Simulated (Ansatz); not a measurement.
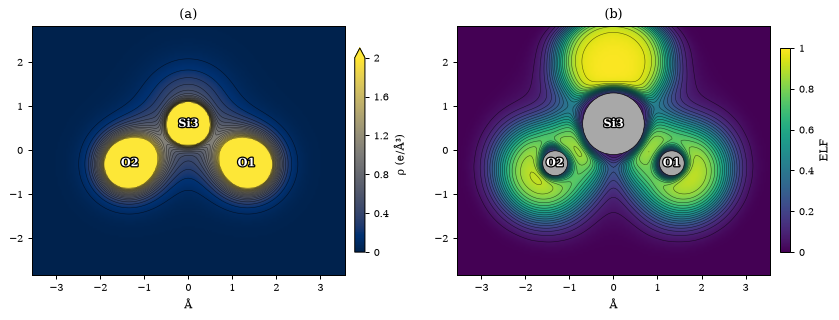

Figure 1: O₂Si (triplet). (a) electron density; (b) ELF on the molecular plane. Grey discs cover the atomic cores in the ELF map.

Geometry: r2SCAN-D4/def2-SVP.

These are results of Ansatz 0.2.0, isolated molecule in a Gaussian basis; Kohn-Sham density functional theory, functional PBE0, not measurements.

Input

```
crystal:
  periodic: [false, false, false]
  atoms:
    - {symbol: O, position_ang: [-0.279689, -1.038314, 1.256480]}
    - {symbol: O, position_ang: [1.464395, -0.102591, -0.508107]}
    - {symbol: Si, position_ang: [0.004214, 0.059883, 0.127137]}
basis:
  gaussian:
    orbitals: def2-TZVPD
magnetization:
  spin_polarized: true
  initial_magnetization: 2
hamiltonian:
  xc: {name: PBE0}
output:
  forces: true
  orbitals: {seedname: orbitals}
```

Launched as:

```sh
ansatz run input.yaml --threads 1 --pin off --max-ram 2610MiB --events-out events.jsonl --progress --plain --runs-dir runs
```

Interpret the plot.

- Atoms in the plane: O and Si.
- Si–O (1.60 Å): ρ is about 1.3 e/Å³ halfway; the ELF peaks at about 0.85 between the atoms (a polar covalent bond).
- The ELF also peaks beside O2, O1 and Si3, away from the bonds: non-bonding electrons, paired or unpaired.
